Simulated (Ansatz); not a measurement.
**(InSb)2(Sn)1 [001] superlattice, started as zinc blende: the cell at rest**

Aim: bring (InSb)2(Sn)1 [001] superlattice, started as zinc blende to small forces and stress, as phonons need.

Main program and level: Ansatz 0.2.0; DFT PBEsol, scalar-relativistic, plane waves, PAW.

The structure was built from a prototype and need not be the compound's stable phase.

## (1) Starting point

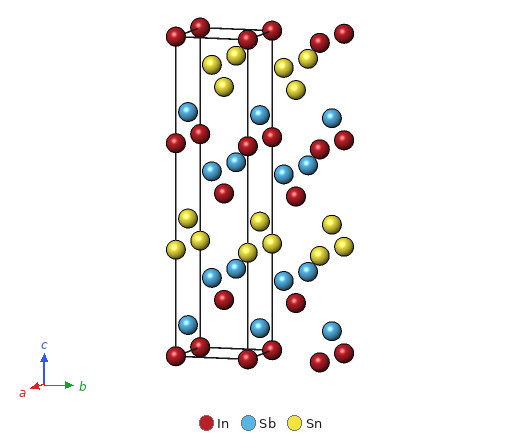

Start, viewed slightly off an axis; indium red, antimony blue, tin yellow. 1×2×1 cells are drawn. This picture shows the conventional cell, with its axes. Some periodic images of atoms are drawn too.

## (2) Probe on a coarse mesh

A quick single point on a coarse mesh tells whether the cell has a gap and how far it is from rest, which sets the k mesh and smearing that follow.

Input file input.yaml:

```yaml
crystal:
  lattice:
    - [3.24167, 3.24167, 0.0]
    - [-3.24167, 3.24167, 0.0]
    - [3.24167, 0.0, 9.725]
  atoms:
    - { symbol: In, position: [0.0, 0.0, 0.0] }
    - { symbol: In, position: [0.333333, 0.666667, 0.333333] }
    - { symbol: Sb, position: [0.416667, 0.083333, 0.166667] }
    - { symbol: Sb, position: [0.75, 0.75, 0.5] }
    - { symbol: Sn, position: [0.666667, 0.333333, 0.666667] }
    - { symbol: Sn, position: [0.083333, 0.416667, 0.833333] }
kpoints:
  mp_grid: { grid: [4, 4, 4] }
hamiltonian:
  xc: pbesol
scf:
  occupations: { method: gaussian, width: 0.1 }
output:
  forces: true
  stress: true
  eigenvalues: true
```

The run is started by

```
$ ansatz run input.yaml --threads 8 --pin off --max-ram 14336MiB --backend cpu --events-out ev --progress --plain --runs-dir out
```

Numbers of over 12 decimals in the logs are rounded to 6 here.

Log:

```text
[...]
k-point 0: bands = [... 38 lower, 5.7192, 6.8499, 7.3713, 7.4494, 7.7985, 8.2093, 8.4757, 9.3300, ... 5 higher]
  k-point 1: bands = [... 38 lower, 5.9112, 5.9184, 7.1462, 7.5008, 7.9465, 8.2740, 8.6893, 9.1945, ... 5 higher]
  k-point 2: bands = [... 38 lower, 6.0855, 6.3153, 6.7069, 7.2024, 8.0574, 8.3638, 8.9247, 9.1652, ... 5 higher]
  k-point 17: bands = [... 38 lower, 4.6355, 4.7976, 5.2686, 5.2696, 8.7409, 8.7638, 8.9553, 8.9708, ... 5 higher]
[key lines of the parts left out:]
SCF converged after 7 iterations
Free energy (F): -35766.342513 eV
Fermi energy:    7.573298 eV
P = ⅓ Tr σ = 1.3697 GPa (13.697 kbar)
```

It took 1.8 s on 8 threads of Intel Xeon Platinum 8375C at 2.90GHz (Ice Lake), shared host; peak memory 0.83 GiB; 12 s of CPU time.

Numbers from this step:

* pressure: 1.370 GPa
* volume per atom: 34.06 Å³
* gap on the k-mesh: 0 eV

The coarse mesh shows no gap and a pressure of 1.4 GPa.

## (3) Relaxation

The cell and atoms are relaxed, since residual forces and stress would shift the frequencies.

Edit input.yaml of step 2 so:

```diff
@@ -13,3 +13,3 @@
 kpoints:
-  mp_grid: { grid: [4, 4, 4] }
+  mp_grid: { grid: [8, 8, 8] }
 hamiltonian:
@@ -22 +22,10 @@
   eigenvalues: true
+  write_density: true
+  write_potential: true
+  elf: true
+  volumetric_format: npy
+relax:
+  adjacent_minimum: "off"
+  f_tol: 0.005
+  max_steps: 80
+  cell: { stress_tol: 0.05 }
```

Log:

```text
[...]
Crystal: 6 atoms, lattice volume = 204.389 Å³
Basis set: ecut = 420 eV, 4025 PW (Γ), exchange–correlation on 64×64×144 points (8 copies of the dense FFT grid, shifted against one another)
Bands: 51, of which v1, the nominal top of the filled ones, is band 42 counted from 1 (41 counted from 0)
Symmetry: 4 space group operations
[...]
k-points: 95 of 512 (time reversal used)
[...]
SCF iter   1: F=—  HF=-35766.500945 eV  |F-HF|=—  |Δ(HF+E_count)|=         —  Δρ=3.50e-3  dr2=5.19e-2  ethr=1.77e-3  ⟨swp⟩=8.7  Hψ=21068  notcnv=0  defer=5
[...]
SCF iter   7: F=-35766.486361 eV  HF=-35766.486361 eV  |F-HF|=2.15e-8  |Δ(HF+E_count)|=   1.75e-8  Δρ=3.62e-6  dr2=5.46e-8  ethr=1.19e-10  ⟨swp⟩=16.4  Hψ=38056  notcnv=0
SCF 1 converged in 7 iterations: F = -35766.486361 eV  dr2 = 5.46e-8
[...]
relax step   1: F+E_penalty+E_count = -35766.48636141 eV  Δ(F+E_penalty+E_count) = +0.000e0 eV  max|allowed force component| = 5.002e-1 eV/Å  Δτ_max = 0.0000 Å  P = +1.202 GPa  Ω = 204.389 Å³  (7 SCF iters, dr2 threshold 1.00e-7 eV, accepted)
Crystal: 6 atoms, lattice volume = 214.734 Å³
Basis set: ecut = 420 eV, 4177 PW (Γ), exchange–correlation on 64×64×144 points (8 copies of the dense FFT grid, shifted against one another)
[...]
iter 1 solved again at ethr=7.37e-5 eV; its pass at ethr=3.10e-3 eV (dr2=6.19e-2 eV) is discarded
[...]
SCF iter   8: F=-35766.407350 eV  HF=-35766.407350 eV  |F-HF|=3.00e-7  |Δ(HF+E_count)|=   1.26e-7  Δρ=7.95e-6  dr2=5.55e-7  ethr=7.14e-10  ⟨swp⟩=10.3  Hψ=36576  notcnv=0
SCF 2 converged in 8 iterations: F = -35766.407350 eV  dr2 = 5.55e-7
relax step   2: F+E_penalty+E_count = -35766.40735007 eV  Δ(F+E_penalty+E_count) = +7.901e-2 eV  max|allowed force component| = 9.516e-1 eV/Å  Δτ_max = 0.1878 Å  P = -0.807 GPa  Ω = 214.734 Å³  energy of the carried Pulay correction = -1.891e-3 eV  (8 SCF iters, dr2 threshold 6.00e-7 eV, rejected (line search))
Crystal: 6 atoms, lattice volume = 210.871 Å³
Basis set: ecut = 420 eV, 4109 PW (Γ), exchange–correlation on 64×64×144 points (8 copies of the dense FFT grid, shifted against one another)
[...]
SCF iter  10: F=-35766.534758 eV  HF=-35766.534758 eV  |F-HF|=3.64e-11  |Δ(HF+E_count)|=  5.17e-10  Δρ=1.62e-7  dr2=3.78e-11  ethr=1.00e-12  ⟨swp⟩=6.4  Hψ=26754  notcnv=0
SCF 3 converged in 10 iterations: F = -35766.534758 eV  dr2 = 3.78e-11
relax step   3: F+E_penalty+E_count = -35766.53475769 eV  Δ(F+E_penalty+E_count) = -4.840e-2 eV  max|allowed force component| = 8.169e-2 eV/Å  Δτ_max = 0.0603 Å  P = -0.232 GPa  Ω = 210.871 Å³  energy of the carried Pulay correction = -1.196e-3 eV  (10 SCF iters, accepted)
[...]
relax step   4: F+E_penalty+E_count = -35766.53621131 eV  Δ(F+E_penalty+E_count) = -1.454e-3 eV  max|allowed force component| = 7.065e-2 eV/Å  Δτ_max = 0.0180 Å  P = -0.003 GPa  Ω = 209.714 Å³  energy of the carried Pulay correction = -9.850e-4 eV  (6 SCF iters, dr2 threshold 4.17e-7 eV, accepted)
[...]
relax step   5: F+E_penalty+E_count = -35766.53669431 eV  Δ(F+E_penalty+E_count) = -4.830e-4 eV  max|allowed force component| = 3.239e-3 eV/Å  Δτ_max = 0.0070 Å  P = -0.002 GPa  Ω = 209.704 Å³  energy of the carried Pulay correction = -9.832e-4 eV  (6 SCF iters, dr2 threshold 3.12e-7 eV, accepted)
[...]
SCF iter   6: F=-35766.537647 eV  HF=-35766.537647 eV  |F-HF|=2.18e-11  |Δ(HF+E_count)|=  7.28e-12  Δρ=8.09e-8  dr2=1.77e-11  ethr=1.00e-12  ⟨swp⟩=9.3  Hψ=26753  notcnv=0
SCF 6 converged in 6 iterations: F = -35766.537647 eV  dr2 = 1.77e-11
relax step   6: F+E_penalty+E_count = -35766.53764730 eV  Δ(F+E_penalty+E_count) = -9.530e-4 eV  max|allowed force component| = 3.261e-3 eV/Å  Δτ_max = 0.0000 Å  P = -0.004 GPa  Ω = 209.704 Å³  stress off target by 6.03e-3 GPa  SCF on the basis re-selected at this cell (its energy is not comparable with the rows above)  (6 SCF iters)
basis re-selected at this cell: Δ(F+E_penalty+E_count) = -9.530e-4 eV, ΔP = -0.002 GPa vs the last step (what re-selecting the basis moved, of the pressure what is left beyond the Pulay correction that the steps carried, after the strain that the cell walked since its last selection, with what the two solves' SCF thresholds leave and, on support functions, any second-order correction that the steps lacked; it is no m [...]
SCF converged after 6 iterations
Free energy (F): -35766.537647 eV
[...]
Internal energy: -35766.535111 eV  (E = F + TS)
E sigma→0 (E₀):  -35766.536379 eV
Entropy (-TS):   -0.002536 eV (-0.423 meV/atom)
Fermi energy:    7.170103 eV
[...]
--- Forces (eV/Å), atoms counted from 1 ---
  atom   1  In    -0.00000000     0.00000000    -0.00270054
  atom   2  In    -0.00000000     0.00000000    -0.00230285
  atom   3  Sb     0.00000000    -0.00000000     0.00326080
  atom   4  Sb     0.00000000    -0.00000000     0.00273169
  atom   5  Sn    -0.00000000     0.00000000    -0.00213672
  atom   6  Sn     0.00000000    -0.00000000     0.00114824
  max |Σ_I F_I| component: 6.18e-7 eV/Å
--- Stress (GPa, compression-positive) ---
       -0.003147       0.000942       0.000000
        0.000942      -0.003147       0.000000
        0.000000       0.000000      -0.006034
  P = ⅓ Tr σ = -0.0041 GPa (-0.041 kbar)
--- Band table (eV; the first three rows and the last of 95) ---
  k-point 0: bands = [... 38 lower, 5.3553, 6.4312, 7.0298, 7.0981, 7.3542, 7.9183, 8.1782, 8.9412, ... 5 higher]
  k-point 1: bands = [... 38 lower, 5.4217, 6.0922, 7.0150, 7.2661, 7.3151, 7.9037, 8.2535, 8.8409, ... 5 higher]
  k-point 2: bands = [... 38 lower, 5.5556, 5.6324, 6.8023, 7.0595, 7.6546, 7.9133, 8.3922, 8.7846, ... 5 higher]
  k-point 94: bands = [... 38 lower, 4.4390, 4.5873, 5.0047, 5.0064, 8.3520, 8.3717, 8.7163, 8.7498, ... 5 higher]
--- Relaxed structure (5 steps of the walk, 4 accepted, 1 SCFs on fresh bases) ---
  F+E_penalty+E_count = -35766.53764730 eV   max|allowed force component| = 3.261e-3 eV/Å   (the final SCF, on the basis selected at the relaxed cell)
  cell:  # Å, volume = 209.7041 Å³
    - [3.273038, 3.273038, 0]
    - [-3.287355, 3.287355, 0]
    - [3.280196, -0.00715816, 9.744944]
  atoms:
    - { symbol: In, position: [0.00195654, -0.00195654, -0.00391307] }
    - { symbol: In, position: [0.335232, 0.664768, 0.329537] }
    - { symbol: Sb, position: [0.417366, 0.082634, 0.165267] }
    - { symbol: Sb, position: [0.750983, 0.749017, 0.498034] }
    - { symbol: Sn, position: [0.663600, 0.336400, 0.672800] }
    - { symbol: Sn, position: [0.080863, 0.419137, 0.838275] }
```

It took 62 s on 8 threads; peak memory 1.3 GiB.

Step by step:

```tsv
step	energy less that of the first step (eV)	largest force component (eV/Å)	pressure (GPa)	volume (Å³)
1	0.0000	0.5002	1.20	204.39
2	0.0790	0.9516	-0.81	214.73
3	-0.0484	0.0817	-0.23	210.87
4	-0.0498	0.0707	0.00	209.71
5	-0.0503	0.0032	0.00	209.70
6*	-0.0513	0.0033	0.00	209.70
```

Relaxation steps marked * repeat the geometry before them on a plane-wave basis chosen anew for their cell, so energy and pressure can jump there. Relaxation step 2 was tried and not accepted.

Forces are held to the 4 operations that the run works with; a distortion that breaks them can't arise in this run.

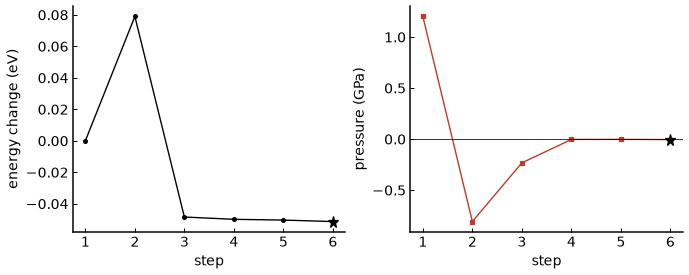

Energy and pressure along the relaxation. Stars mark steps on a basis chosen anew.

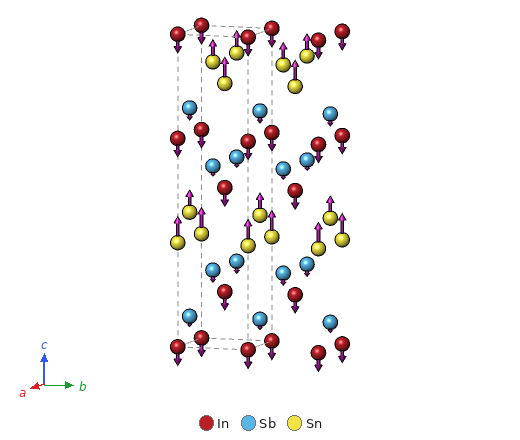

Displacements in the relaxation, exaggerated, measured against the changing cell; the longest in the cell stands for 0.06 Å. 1×2×1 conventional cells are drawn. Some periodic images of atoms are drawn too.

```tsv
conventional cell, symmetrised	before	after	change
a (Å)	4.584	4.629	+1.0 %
b (Å)	4.584	4.649	+1.4 %
c (Å)	19.450	19.490	+0.2 %
volume (Å³/atom)	34.06	34.95	+2.6 %
```

The atoms that moved most (Å, as changes of fractional coordinates times the final cell):

```tsv
atom	dx	dy	dz	length
Sn5	0.000	0.000	0.060	0.060
Sn6	0.000	0.000	0.048	0.048
In1	0.000	0.000	-0.038	0.038
In2	0.000	0.000	-0.037	0.037
Sb4	0.000	0.000	-0.019	0.019
Sb3	0.000	0.000	-0.014	0.014
```

Final coordinates:

```cif
data_structure
_symmetry_space_group_name_H-M 'P 1'
_symmetry_Int_Tables_number 1
_cell_length_a 4.6288
_cell_length_b 4.6490
_cell_length_c 10.2822
_cell_angle_alpha 103.066
_cell_angle_beta 76.992
_cell_angle_gamma 90.000
_cell_volume 209.70
loop_
_atom_site_label
_atom_site_type_symbol
_atom_site_fract_x
_atom_site_fract_y
_atom_site_fract_z
_atom_site_occupancy
In1 In 0.00196 0.99804 0.99609 1
In2 In 0.33523 0.66477 0.32954 1
Sb3 Sb 0.41737 0.08263 0.16527 1
Sb4 Sb 0.75098 0.74902 0.49803 1
Sn5 Sn 0.66360 0.33640 0.67280 1
Sn6 Sn 0.08086 0.41914 0.83827 1
```

This step gave:

```
pressure        : -0.004109 GPa
volume per atom : 34.95 Å³
```

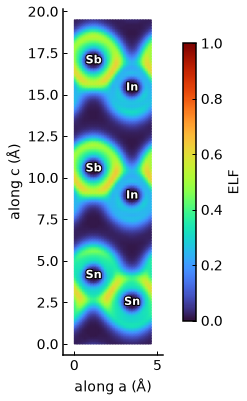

ELF in the ac plane of the conventional cell at fractional y = 0.000, with atoms of In and Sb and Sn within 0.2 Å of it. It is the smooth field of the valence electrons, not physical close to the nuclei. The map starts off the cell's origin, so that atoms lie inside it.

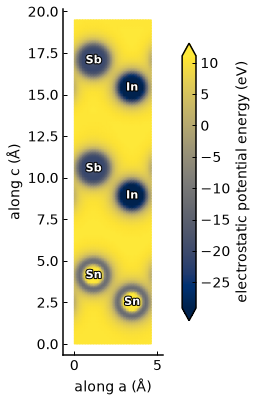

Electrostatic potential energy in the ac plane of the conventional cell at fractional y = 0.000, with atoms of In and Sb and Sn within 0.2 Å of it. With pseudopotentials it is smooth inside the atoms' cores, unlike the true potential. The map starts off the cell's origin, so that atoms lie inside it.

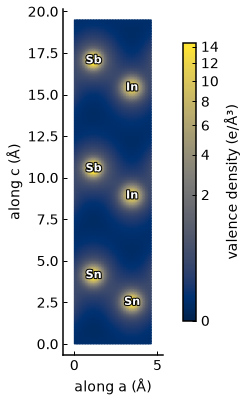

Valence density in the ac plane of the conventional cell at fractional y = 0.000, with atoms of In and Sb and Sn within 0.2 Å of it. It is the smooth field of the valence electrons, not physical close to the nuclei. The map starts off the cell's origin, so that atoms lie inside it. The colour scale is stretched toward low values.

In this step the volume went from 34.06 to 34.95 Å³/atom.

## (4) Relaxing to small forces for the phonons

Phonons need a cell at rest on their own settings, so the relaxation is repeated with tight tolerances on forces and stress on the k mesh and occupations of the first response run.

Input file input.yaml:

```yaml
crystal:
  lattice:
    - [3.2730383223, 3.2730383223, 0.0]
    - [-3.2873546418, 3.2873546418, 0.0]
    - [3.280196482, -0.0071581598, 9.7449440741]
  atoms:
    - { symbol: In, position: [0.0019565366, -0.0019565366, -0.0039130732] }
    - { symbol: In, position: [0.3352316756, 0.6647683244, 0.3295366487] }
    - { symbol: Sb, position: [0.4173662616, 0.0826337384, 0.1652674768] }
    - { symbol: Sb, position: [0.7509828366, 0.7490171634, 0.4980343269] }
    - { symbol: Sn, position: [0.6636000655, 0.3363999345, 0.6727998689] }
    - { symbol: Sn, position: [0.0808626241, 0.4191373759, 0.8382747518] }
kpoints:
  mp_grid: { grid: [8, 8, 8] }
hamiltonian:
  xc: pbesol
scf:
  occupations: { method: methfessel_paxton, width: 0.15 }
output:
  forces: true
  stress: true
  eigenvalues: true
relax:
  adjacent_minimum: "off"
  f_tol: 0.001
  max_steps: 60
  cell: { stress_tol: 0.01 }
```

Log:

```text
[...]
Crystal: 6 atoms, lattice volume = 209.704 Å³
Basis set: ecut = 420 eV, 4089 PW (Γ), exchange–correlation on 64×64×144 points (8 copies of the dense FFT grid, shifted against one another)
Bands: 51, of which v1, the nominal top of the filled ones, is band 42 counted from 1 (41 counted from 0)
[... 1 set-up line as in the run before ...]
[...]
k-points: 95 of 512 (time reversal used)
[...]
- [3.272916, 3.272916, 1.679292438086507e-11]
    - [-3.287487, 3.287487, 0]
    - [3.280201, -0.00728507, 9.742792]
  atoms:
    - { symbol: In, position: [0.00199372, -0.00199372, -0.00398744] }
    - { symbol: In, position: [0.335244, 0.664756, 0.329512] }
    - { symbol: Sb, position: [0.417367, 0.082633, 0.165267] }
    - { symbol: Sb, position: [0.750977, 0.749023, 0.498045] }
    - { symbol: Sn, position: [0.663579, 0.336421, 0.672843] }
    - { symbol: Sn, position: [0.080840, 0.419160, 0.838321] }
[key lines of the parts left out:]
SCF converged after 8 iterations
Free energy (F): -35766.536141 eV
Fermi energy:    7.161214 eV
P = ⅓ Tr σ = -0.0008 GPa (-0.008 kbar)
```

Wall time 38 s (8 threads); peak memory 1.3 GiB; 4.9 min of CPU time.

Little changed from the start: no atom moved by 0.005 Å and no cell edge by 0.1 %.

This step gave:

```
pressure        : -8.38e-4 GPa
volume per atom : 34.94 Å³
```

The largest force component left is 0.66 meV/Å and the pressure is -0.001 GPa, within the tolerances set. The cell now holds 34.94 Å³/atom.

## (5) What came out

```json
{
 "space group after relaxation (within 0.01 Å)": "Imm2",
 "lattice constant a": "4.629 Å",
 "lattice constant b": "4.649 Å",
 "lattice constant c": "19.486 Å",
 "volume per atom": "34.9 Å³"
}
```

**Reading.** The largest force component left is 0.66 meV/Å and the pressure is -0.001 GPa, within the tolerances set. The cell now holds 34.94 Å³/atom. The relaxation keeps the symmetry of its start, so it says nothing on stability against lower symmetry. Spin-orbit coupling is left out, which can matter for the heavy elements here. The starting cell was built on a prototype and not taken from a measurement, so the phase need not exist.

[Logs are printed without paths, hosts, clocks, repeated set-up lines and the standing remarks that a program may print on its own settings, such as how far it seeks lower states.]

[Hosts, paths, dates, database ids (printed as entryN), source tags and the programs' standing remarks are cut or masked in the printed files.]
